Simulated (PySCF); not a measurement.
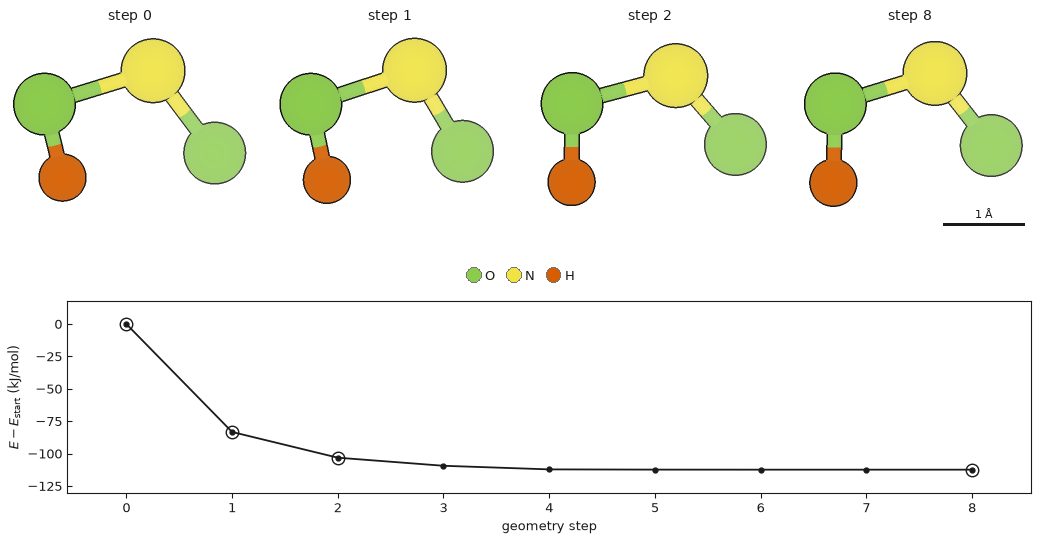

Frames of a relaxation of NHO₂, marked on the history of the run. Style: ball-and-stick. Shown at a tilt.

The start comes from MMFF94s. Its atoms were then displaced at random by about 0.03 Å.

Level of theory: PBE0-D3(BJ)/def2-SVP geometry optimisation, gas phase (PySCF). 

Describe the path.

Answer. After 8 geometry steps the energy has fallen by 112.3 kJ/mol. An O atom moves most after the best rigid fit: 0.14 Å. Largest moves by element: O 0.14 Å, H 0.13 Å, N 0.04 Å. Near-neighbour distances that change, for instance: N–O 1.324 → 1.178 Å, N–O 1.463 → 1.344 Å, H–O 0.950 → 0.983 Å. Among the angles between lasting bonds that change: N–O–H 90.8° → 106.3°. The run took 4.3 s on 1 thread of Arm Neoverse V1, on a shared host. From step 0 to 1: an O atom moves most (0.16 Å), energy −83.2 kJ/mol. From step 1 to 2: the H atom moves most (0.20 Å), energy −19.8 kJ/mol. From step 2 to 8: an O atom moves most (0.06 Å), energy −9.25 kJ/mol.
